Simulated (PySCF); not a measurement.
**F3Ga, SMILES `F[Ga](F)F`: what the electrons do**

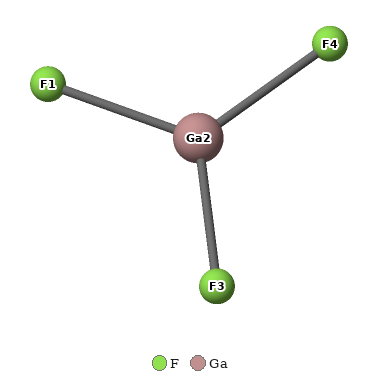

The molecule, with its atoms numbered as below. No frequency check shows the geometry to be a minimum.

Cartesian coordinates (Å):

```
F1       1.4087   -1.0081    0.0000
Ga2      0.0001    0.0000    0.0000
F3       0.1685    1.7241    0.0000
F4      -1.5776   -0.7160    0.0000
```

Part 1: Bonding charge

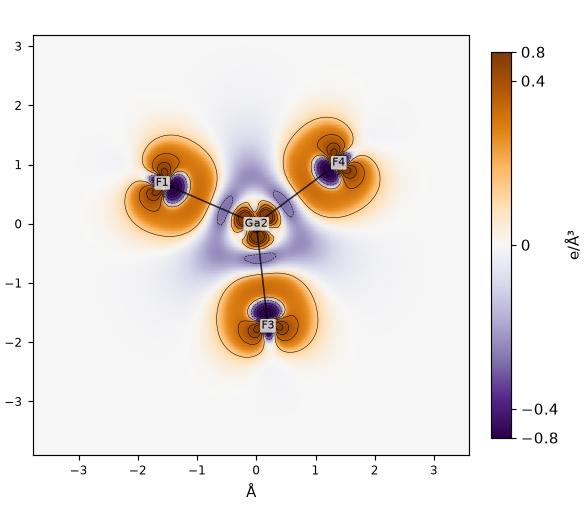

Deformation density (molecule less spherical, spin-averaged free atoms) in the molecular plane; colour scale in e/Å³, logarithmic beyond ±0.1; orange: gain, purple: loss.

Computed with PySCF, PBE0/def2-TZVP, geometry: GFN2-xTB.

**How much density has each bond in this plane gained at its critical point, relative to the free atoms?**

F1–Ga2, Ga2–F3 and Ga2–F4: +0.04 e/Å³ at the bond critical point (bond length 1.73 Å, Mayer order 1.1); up to 0.6 Å beside the axis the gain reaches +0.19 e/Å³. In all, 1.1 electrons gather in the regions of gain relative to the promolecule. A small or negative value marks a very polar bond, one between electron-rich atoms, whose free-atom densities already overlap strongly, a long bond to a heavier atom, or a closed-shell contact such as a hydrogen bond.

Part 2: Bond critical points

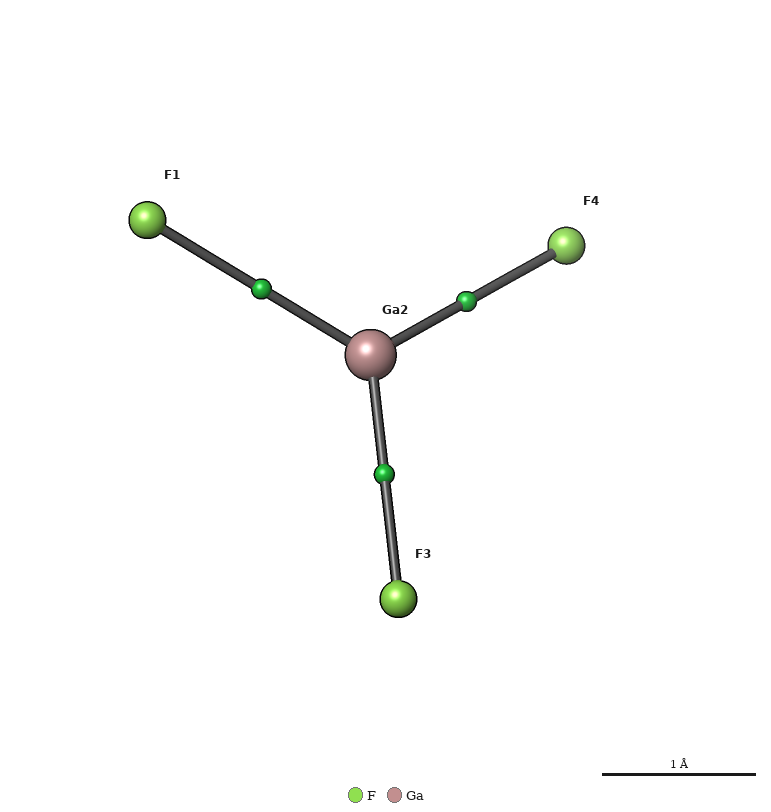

Molecular graph of the electron density (QTAIM): bond paths, bond critical points (green), ring points (magenta, if any); weak paths are dashed.

**How many critical points of each kind are there, and does the count close?**

4 nuclei, 3 bond, 0 ring and 0 cage critical points: 4 − 3 + 0 − 0 = 1, as the Poincaré–Hopf relation requires.

**Give the properties at the bond critical points.**

```json
{"bond": "F1–Ga2 (3 alike)", "length (Å)": "1.732", "ρ (a.u.)": "0.141", "∇²ρ (a.u.)": "+0.91", "ε": "0.00", "H (a.u.)": "−0.044"}
```

**What kind of interaction is F1–Ga2?**

Polar or intermediate (positive Laplacian, negative energy density H): ρ = 0.141, ∇²ρ = +0.91, H = −0.044 a.u.

Part 3: Local ionisation energy

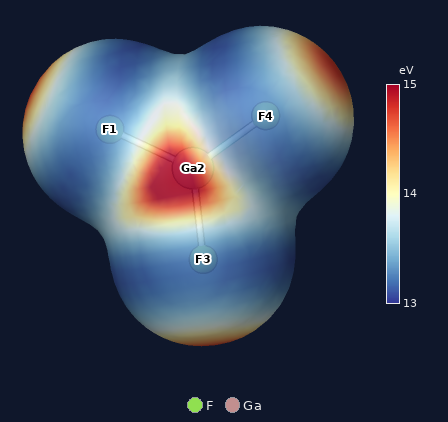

Average local ionisation energy on the surface of electron density 0.001 a.u.

**Locate the minima of the map.**

The lowest value is 13.1 eV, 1.7 Å from F3, and at like points elsewhere. For comparison, the highest occupied orbital lies at −11.8 eV.

**What volume does the surface enclose, and what is the dipole moment?**

About 70 Å³; the dipole moment is 0.0 D.

Part 4: In an electric field

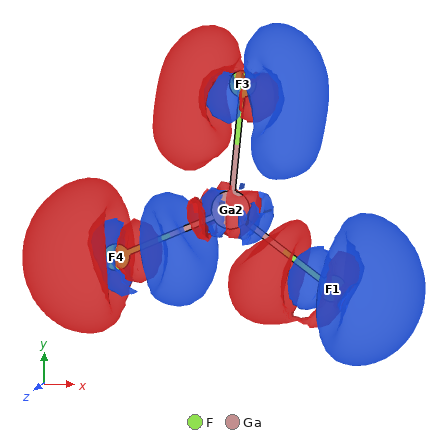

Change of the electron density in a uniform field of 0.21 V/Å, surfaces at ±0.001 e/Å³ (red: gain, blue: loss).

Level of theory: PBE0/def2-TZVP (PySCF), at a geometry from GFN2-xTB. A basis without diffuse functions makes polarisabilities too small.

**Along which Cartesian direction does the field point?**

Along +x: electrons gather on the −x side, against the field.

**What dipole is induced, and what polarisability does it imply?**

The induced dipole is 0.24 D (along the field); α along this axis, from the fields in both directions, is 24 bohr³ (3.5 Å³).

**Which atoms gain and lose the most charge?**

Electrons gather most on F4 (Hirshfeld charge changes by −0.009 e) and leave F1 most (+0.009 e); 0.025 electrons are displaced in all.

Part 5: Removing or adding an electron

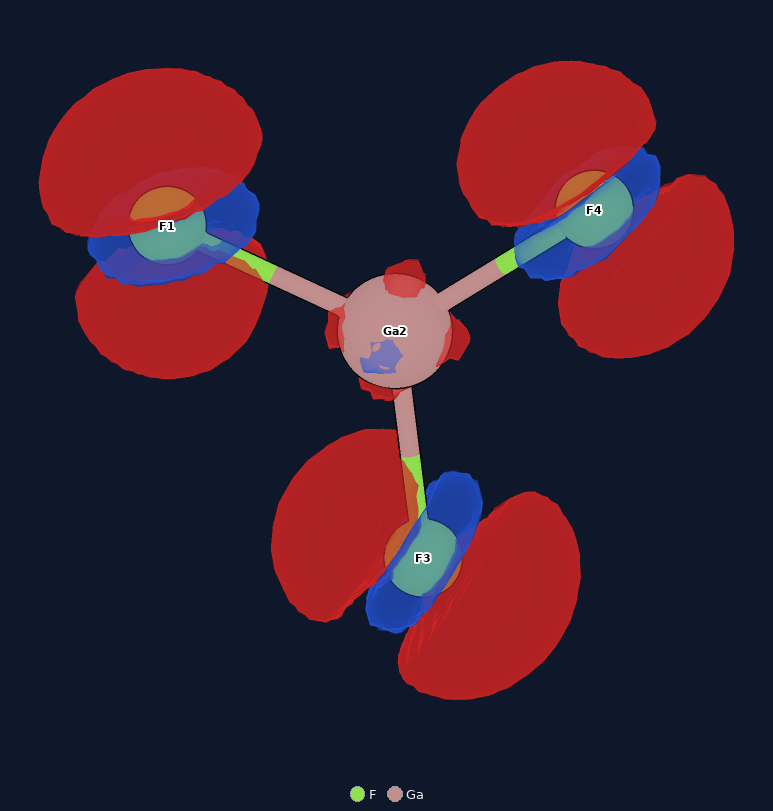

Fukui function f⁻ = ρ(N) − ρ(N−1) at fixed geometry, surfaces at ±0.03 e/Å³ (red positive, blue negative).

PySCF calculation, PBE0/def2-TZVP, gas phase; geometry: GFN2-xTB.

**Which atoms respond most to the removal of an electron?**

f⁻ (Hirshfeld-condensed) is largest on F1, F3 and F4 (0.25 each) and Ga2 (0.24); the vertical ionisation energy is 14.39 eV (the stability of the cation's solution wasn't checked). Condensed values hint at sites of electrophilic attack but needn't mark the atom that reacts. Shares this close don't rank the sites. Orbital relaxation makes it negative in places (0.17 e in all).

```json
{"atom": "F1", "f⁻": "+0.26", "charge": "−0.27"}
{"atom": "Ga2", "f⁻": "+0.24", "charge": "+0.82"}
{"atom": "F3", "f⁻": "+0.26", "charge": "−0.27"}
{"atom": "F4", "f⁻": "+0.24", "charge": "−0.27"}
```

The PySCF runs shown took 10 s, 23 s and 44 s on 1 thread of Arm Neoverse V2 (shared host).
